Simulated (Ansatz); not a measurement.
Consider BaHfO3 in the cubic perovskite structure (space group Pm-3m, No. 221; a = 4.206 Å).

The change: the cell is scaled by 0.9820 in all directions; the atoms relax in the strained cell.

Computed with Ansatz (a first-principles code) PBE, without spin-orbit coupling.

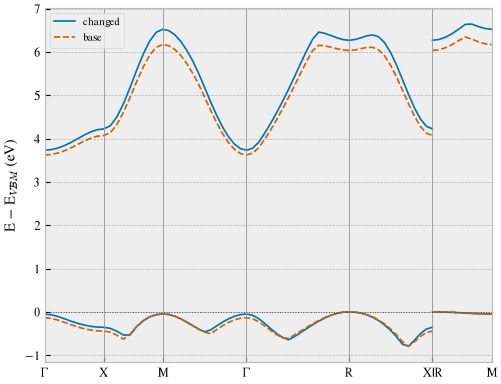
Figure. Highest valence and lowest conduction band along the path, each from its own valence-band maximum

Q: From the figure, how large is the changed gap, and is it direct?

A: About 3.7 eV, indirect, R → Γ.

With Hf present, leaving out spin-orbit coupling can change the band edges. Whether these cells are dynamically stable was not tested.
